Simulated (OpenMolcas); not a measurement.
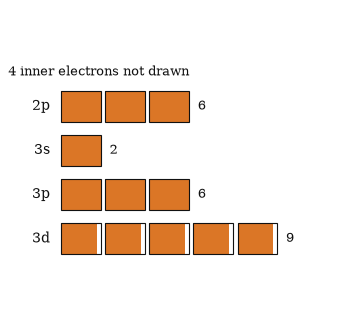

**Figure 1.** The outer shells of the leading configuration of the lowest level: a box for each of the 2l + 1 orbitals, shaded by the share of the shell that is filled, with the electron count at the right.

# Multiconfigurational calculation for Cu²⁺ complex

Cu²⁺ with 6 ligands (Cl and Br; tetragonal octahedron, 2.54 Å), neutralised by 6 outer point charges of +0.67 e, whose field is part of the energies. Computed at this level: state-averaged CASSCF, active space 9 electrons in the shell 3d, basis ANO-RCC-VTZP on the metal and ANO-RCC-VDZP on the ligands, DKH2 scalar Hamiltonian, spin-orbit coupling by RASSI with atomic mean-field integrals (OpenMolcas).

Summary:

- outcome: converged
- energy of the lowest spin-free term: −8707.11116 hartree
- energy of the lowest spin-orbit level: −8707.11249 hartree
- largest spread among components of a term: 0.0 cm⁻¹
- hardware: 1 thread of Arm Neoverse V2, 24 GiB of memory available, shared host
- wall time: 24 s
- peak memory: 0.28 GiB

Remarks:

Without dynamic correlation the splittings between terms come out too large, often by 20 to 50 %. Limits: distances are set from ionic radii, not optimised.

Input:
```
&GATEWAY
Coord
7

Cu 0.0 0.0 0.0
Cl 2.540000 0.000000 0.000000
Cl 0.000000 2.540000 0.000000
Cl -2.540000 0.000000 0.000000
Cl 0.000000 -2.540000 0.000000
Br 0.000000 0.000000 2.692400
Br 0.000000 0.000000 -2.692400
Basis=Cu.ANO-RCC-VTZP,Br.ANO-RCC-VDZP,Cl.ANO-RCC-VDZP
Group=XYZ
NoMove
AngMom=0.0 0.0 0.0
AMFI
RICD
XField
3 Angstrom 0
4.940000 0.000000 0.000000 0.666667
0.000000 4.940000 0.000000 0.666667
0.000000 0.000000 5.092400 0.666667
&SEWARD
&RASSCF
FileOrb=start.orb
Symmetry=1
Spin=2
nActEl=9 0 0
Inactive=39 42
Ras2=5 0
CIRoot=5 5 1
SDav=5
CIMx=300
Iter=150 100
PrWF=0.3
OrbListing=Nothing
MaxOrb=0
LevShft=1.0
>>> COPY $Project.JobIph JOB001
&RASSI
NrOfJobIphs=1 5
1 2 3 4 5
IphNames
JOB001
EJob
SpinOrbit
DIPRint=1.0
SOCoupling=1000.0
Subsets=2
Property=9
'ANGMOM' 1 'ANGMOM' 2 'ANGMOM' 3 'MLTPL  1' 1 'MLTPL  1' 2 'MLTPL  1' 3
'AMFI' 1 'AMFI' 2 'AMFI' 3
SOProperty=3
'ANGMOM' 1 'ANGMOM' 2 'ANGMOM' 3
```

The file start.orb holds starting orbitals from an earlier step. A driver script formed the levels outside the program, from RASSI's spin-orbit matrix and the active-space energies, averaged over the components of each term or state.

Launched with:
```bash
OMP_NUM_THREADS=1 MOLCAS_MEM=2457 MOLCAS_PROJECT=a pymolcas a.inp > a.log  # once for each step of the input, in one work folder
```

Log (extracts):
```
--- SEWARD ---
Basis set label: CU.ANO-RCC...6S5P3D2F1G.

      Electronic valence basis set:
      ------------------
      Associated Effective Charge  29.000000 au
      Associated Actual Charge     29.000000 au
      Nuclear Model: Point charge

      Shell  nPrim  nBasis  Cartesian Spherical Contaminant
         s      21       6        X
         p      15       5        X
         d      10       3                 X
         f       6       2                 X
         g       4       1                 X
                  Relativistic Douglas-Kroll-Hess integrals:
                    - DKH order of Hamiltonian: 2
                    - DKH order of Properties : 0
                  Atomic mean-field integrals
--- RASSCF ---
Wave function specifications:
      -----------------------------

      Number of closed shell electrons         162
      Number of electrons in active shells       9
      Max number of holes in RAS1 space          0
      Max nr of electrons in RAS3 space          0
      Number of inactive orbitals               81
      Number of active orbitals                  5
      Number of secondary orbitals              99
      Spin quantum number                      0.5
      State symmetry                             1
Orbital specifications:
      -----------------------

      Symmetry species                           1   2
                                                ag  au
      Frozen orbitals                            0   0
      Inactive orbitals                         39  42
      Active orbitals                            5   0
      RAS1 orbitals                              0   0
      RAS2 orbitals                              5   0
      RAS3 orbitals                              0   0
      Secondary orbitals                        49  50
      Deleted orbitals                           0   0
      Number of basis functions                 93  92
      Number of CSFs                             5
      Number of root(s) required                 5
      Iter CI   SX   CI       RASSCF       Energy    max ROT     max BLB   max BLB  Level Ln srch  Step   QN
          iter iter root      energy       change     param      element    value   shift minimum  type update
 Nr of preliminary CI iterations:   1
      Total energies have been shifted. Add                -8000.00 au
        1   1   16    0  -706.68408700    0.00E+00  -4.25E-02   44  50 1  3.07E-01*  1.59   0.00    SX    NO
        2   1   17    0  -706.97098610   -2.87E-01* -2.76E-02    3  66 1 -1.26E-01*  1.34   0.00    SX    NO
        3   1   16    0  -707.05999929   -8.90E-02* -1.97E-02   11  43 2  5.60E-02*  1.35   0.00    SX    NO
        4   1   16    0  -707.08585663   -2.59E-02* -9.07E-03   37  87 2 -3.40E-02*  1.30   0.00    SX    NO
        5   1   15    0  -707.09509837   -9.24E-03* -1.08E-02    8  51 1 -2.29E-02*  1.30   2.32    LS   YES
        6   1   15    0  -707.09949321   -4.39E-03* -6.41E-03    5  54 2 -4.06E-02*  1.30   1.11    QN   YES
        7   1   15    0  -707.10161535   -2.12E-03*  3.13E-03   42  48 1 -1.08E-02*  1.27   1.06    QN   YES
        8   1   14    0  -707.10227588   -6.61E-04*  3.22E-03   42  48 1 -5.44E-03*  1.27   2.06    LS   YES
        9   1   13    0  -707.10251543   -2.40E-04* -1.73E-03   15  76 1 -3.32E-03*  1.27   1.04    QN   YES
       10   1   12    0  -707.10258572   -7.03E-05* -1.37E-03   15  76 1 -1.84E-03*  1.27   1.80    LS   YES
       11   1   12    0  -707.10260280   -1.71E-05*  5.77E-04   44  50 1  1.26E-03*  1.28   1.00    QN   YES
       12   1   11    0  -707.10261490   -1.21E-05*  3.08E-04   37  87 2 -5.14E-04*  1.27   1.53    LS   YES
       13   1   11    0  -707.10261658   -1.68E-06* -1.53E-04   37  45 2 -4.84E-04*  1.27   1.00    QN   YES
       14   1   10    0  -707.10261782   -1.24E-06*  2.01E-04   37  45 2 -3.21E-04*  1.27   2.31    LS   YES
       15   1    9    0  -707.10261840   -5.77E-07* -7.46E-05   34  45 1 -2.05E-04*  1.27   0.99    QN   YES
       16   1    9    0  -707.10261861   -2.09E-07* -1.03E-04   34  45 1 -1.73E-04*  1.27   2.39    LS   YES
       17   1    9    0  -707.10261870   -9.74E-08*  4.99E-05   42  54 1 -1.44E-04*  1.27   0.95    QN   YES
       18   1    8    0  -707.10261875   -4.52E-08*  6.22E-05   34  45 1 -9.44E-05   1.27   2.25    LS   YES
       19   1    8    0  -707.10261877   -1.97E-08*  3.04E-05    6  55 2  5.84E-05   1.27   0.99    QN   YES
       20   1    7    0  -707.10261878   -1.00E-08*  4.57E-05   34  45 1 -3.17E-05   1.27   2.50    LS   YES
       21   1    7    0  -707.10261878   -2.03E-09  -7.92E-06    6  55 2 -5.94E-05   1.27   0.62    QN   YES
      Convergence after 21 iterations
       22   1    7    0  -707.10261878   -3.87E-09  -7.92E-06    4  53 2 -1.28E-05   1.27   0.62    QN   YES
      Natural orbitals and occupation numbers for root  1
      sym 1:   2.000000   2.000000   2.000000   2.000000   1.000000
      Natural orbitals and occupation numbers for root  2
      sym 1:   2.000000   2.000000   1.000000   2.000000   2.000000
      Natural orbitals and occupation numbers for root  3
      sym 1:   1.000000   2.000000   2.000000   2.000000   2.000000
::    RASSCF root number  1 Total energy:  -8707.11116412
::    RASSCF root number  2 Total energy:  -8707.10704788
::    RASSCF root number  3 Total energy:  -8707.09941683
::    RASSCF root number  4 Total energy:  -8707.09773254
::    RASSCF root number  5 Total energy:  -8707.09773254
--- RASSI ---
SPIN-FREE ENERGIES:
  (Shifted by EMIN (a.u.) =      -8707.1111641179)

 SF State       Relative EMIN(au)   Rel lowest level(eV)    D:o, cm**(-1)

     1             0.0000000000        0.0000000000              0.0000
     2             0.0041162358        0.1120084809            903.4093
     3             0.0117472891        0.3196600223           2578.2320
     4             0.0134315728        0.3654917148           2947.8895
     5             0.0134315728        0.3654917148           2947.8895
     Dipole printing threshold changed to   1.00000000E+00
Eigenvalues of complex Hamiltonian:
   -----------------------------------
  (Shifted by EMIN (a.u.) =      -8707.1111641179)

 SO State       Relative EMIN(au)   Rel lowest level(eV)    D:o, cm**(-1)

     1            -0.0013217407        0.0000000000              0.0000
     2            -0.0013217407        0.0000000000              0.0000
     3             0.0025472723        0.1052812050            849.1502
     4             0.0025472723        0.1052812050            849.1502
     5             0.0090805520        0.2830608038           2283.0393
     6             0.0090805520        0.2830608038           2283.0393
     7             0.0155621823        0.4594349477           3705.5928
     8             0.0155621823        0.4594349477           3705.5928
     9             0.0168584046        0.4947069542           3990.0807
    10             0.0168584046        0.4947069542           3990.0807
Weights of the five most important spin-orbit-free states for each spin-orbit state.

 SO State  Total energy (au)           Spin-free states, spin, and weights
 -------------------------------------------------------------------------------------------------------
    1        -0.001322       1 0.5  0.9206    3 0.5  0.0584    4 0.5  0.0105    5 0.5  0.0105    2 0.5  0.0000
    2        -0.001322       1 0.5  0.9206    3 0.5  0.0584    4 0.5  0.0105    5 0.5  0.0105    2 0.5  0.0000
    3         0.002547       2 0.5  0.8904    5 0.5  0.0548    4 0.5  0.0548    3 0.5  0.0000    1 0.5  0.0000
    4         0.002547       2 0.5  0.8904    5 0.5  0.0548    4 0.5  0.0548    3 0.5  0.0000    1 0.5  0.0000
    5         0.009081       3 0.5  0.4364    5 0.5  0.2804    4 0.5  0.2804    1 0.5  0.0028    2 0.5  0.0000
    6         0.009081       3 0.5  0.4364    5 0.5  0.2804    4 0.5  0.2804    1 0.5  0.0028    2 0.5  0.0000
    7         0.015562       3 0.5  0.5052    4 0.5  0.2092    5 0.5  0.2092    1 0.5  0.0765    2 0.5  0.0000
    8         0.015562       3 0.5  0.5052    4 0.5  0.2092    5 0.5  0.2092    1 0.5  0.0765    2 0.5  0.0000
    9         0.016858       5 0.5  0.4452    4 0.5  0.4452    2 0.5  0.1096    3 0.5  0.0000    1 0.5  0.0000
   10         0.016858       5 0.5  0.4452    4 0.5  0.4452    2 0.5  0.1096    3 0.5  0.0000    1 0.5  0.0000
 -------------------------------------------------------------------------------------------------------
```

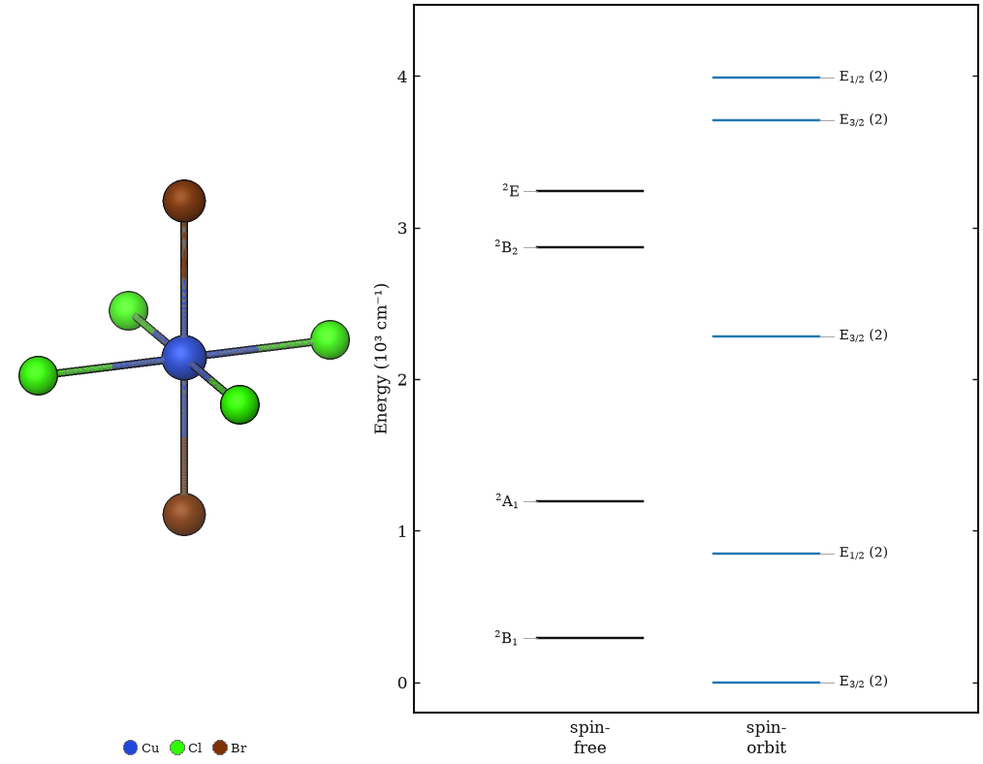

**Figure 2.** Cu²⁺ (3d⁹) with 6 ligands, Cl⁻ with axial Br⁻, at 2.54 Å (arrangement: tetragonal octahedron, D4h), axial distortion 1.06, neutralised by outer point charges of +0.67 e, and its levels. Labels give the representation in O, Td, D4 or D3 as the site allows (double group for half-integer spin) where it could be assigned and, in brackets, the degeneracy; spin-free states, where drawn, share the zero of the spin-orbit levels. The ground level is E₃/₂, a Kramers doublet, 100 % from states of spin multiplicity 2. Its principal g values are 2.20, 2.20 and 3.67. The next level lies at 849 cm⁻¹ (E₁/₂). The lowest spin-free state is ²B₁, from the free-ion D term; of the same spin there follow at 903 cm⁻¹ (²A₁), 2,580 cm⁻¹ (²B₂) and 2,950 cm⁻¹ (²E) above it. The active orbitals hold 97 to 99 % metal character (Löwdin), and the Mulliken charge of the metal is +1.29.
